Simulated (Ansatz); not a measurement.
A series of calculations on GeSi$_{2}$H$_{8}$Se

### Relaxation

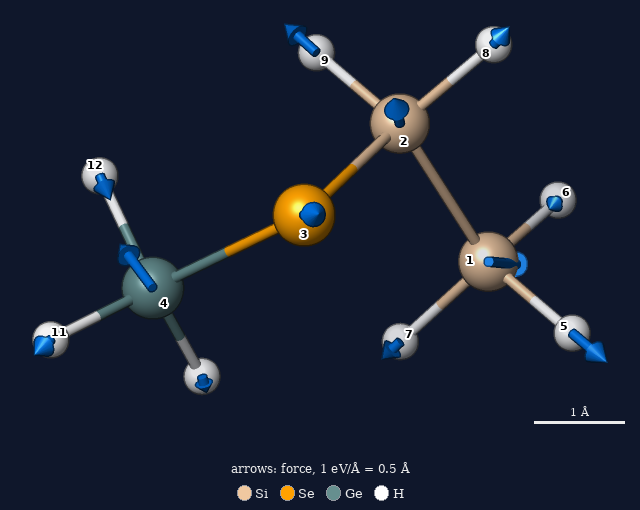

Starting geometry of GeSi₂H₈Se with the computed forces as blue arrows. A ball-and-stick model, seen at a tilt.

The run prepares an end point of a later path (torsion) calculation, from a guessed geometry.

The calculation used RKS PBE-D4/def2-SVP in Ansatz 0.2.0. (no spin polarisation; force threshold 0.015 eV/Å; at most 40 steps)

**What follows when this structure is relaxed?**

It isn't relaxed: the largest force vector, on a Si atom, is 2.26 eV/Å. The final displacements follow the starting forces only in part (cosine between the two patterns 0.43). The atom that moves furthest after the best rigid fit is an H atom (0.18 Å). Largest moves by element: H 0.18 Å, Si 0.16 Å, Ge 0.13 Å, Se 0.08 Å. Among the contacts that change: Si–Si 2.198 → 2.354 Å, Ge–Se 2.303 → 2.383 Å, H–Si 1.439 → 1.505 Å, Ge–H 1.606 → 1.551 Å. Among the angles between lasting bonds that change: Se–Ge–H 112.0° → 105.4°, H–Ge–H 107.1° → 110.9°, Si–Si–H 112.8° → 109.2°. After 5 geometry steps the energy has fallen by 9.24 kcal/mol. Largest force component: 1.8 eV/Å at the start, 0.011 eV/Å at the end.

### Relaxation

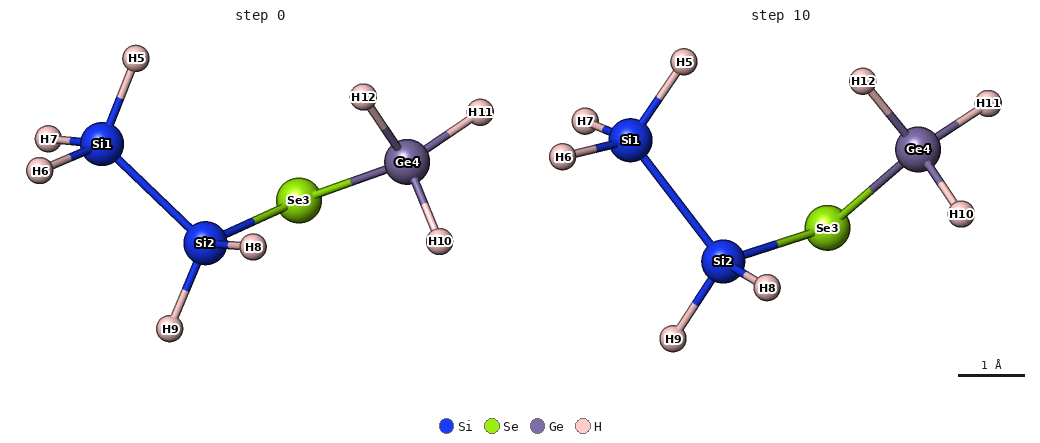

The structure of GeSi₂H₈Se before (left) and after (right) a relaxation, at one scale.

Style: ball-and-stick. Shown face on.

The run prepares an end point of a later path (torsion) calculation, from a guessed geometry.

All numbers below come from RKS PBE-D4/def2-SVP (Ansatz). Settings: no spin polarisation; force threshold 0.015 eV/Å; at most 40 steps.

Describe what moved and what it gained.

The energy falls by 0.416 eV in 10 geometry steps. The largest force component goes from 1.7 to 0.0072 eV/Å. The largest move after the best rigid fit is that of H8, 0.63 Å. By element the largest moves are H 0.63 Å, Se 0.44 Å, Si 0.28 Å, Ge 0.24 Å. Near-neighbour distances that change, for instance: Si1–Si2 2.198 → 2.353 Å, Se3–Ge4 2.303 → 2.382 Å, Si1–H5 1.439 → 1.505 Å, Si2–H9 1.447 → 1.505 Å. Among the angles between lasting bonds that change: Se3–Ge4–H11 112.0° → 105.8°, Se3–Si2–H9 110.6° → 106.4°, H11–Ge4–H12 107.1° → 110.7°. Groups turn about Si2–Se3 by about 30°. The run took 38 s on 2 threads of Arm Neoverse V2, with other jobs on the host, peak memory 0.21 GiB.

### Path

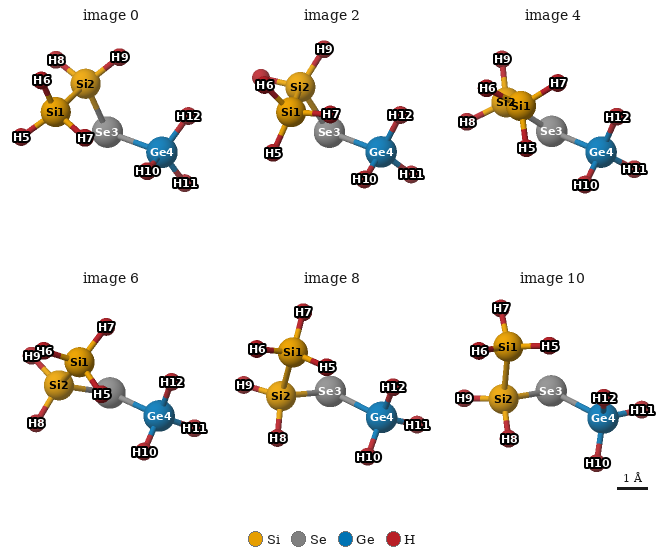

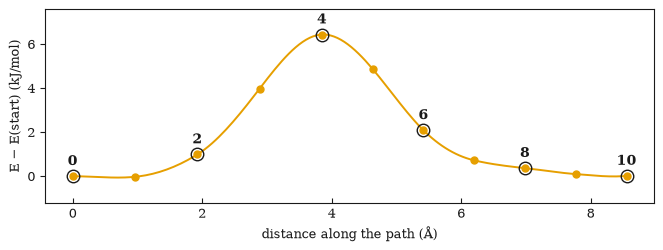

A search for the minimum-energy path of GeSi2H8Se by the nudged elastic band. Images are numbered from 0 (start) to 10 (end). The picture is a ball-and-stick view, seen from a free direction.

Level of theory: RKS PBE-D4/def2-SVP (Ansatz 0.2.0). Set-up: 9 movable images; climbing image; force threshold 0.03 eV/Å; iteration limit 35; starting path through a guess of the saddle point.

Question: Describe the mechanism and the energy profile.

Answer: The barrier is about 6.4 kJ/mol in both directions, with image 4 at the top; the ends have the same energy. The motion is a rotation about the Si2–Se3 bond by about 150°. No bond forms or breaks between the ends. Bond angles that change up to the highest image, for instance: Si2–Se3–Ge4 95.3° → 100.8°, Si1–Si2–Se3 111.0° → 116.3°. The band converged in 14 iterations, with a climbing image at the top.
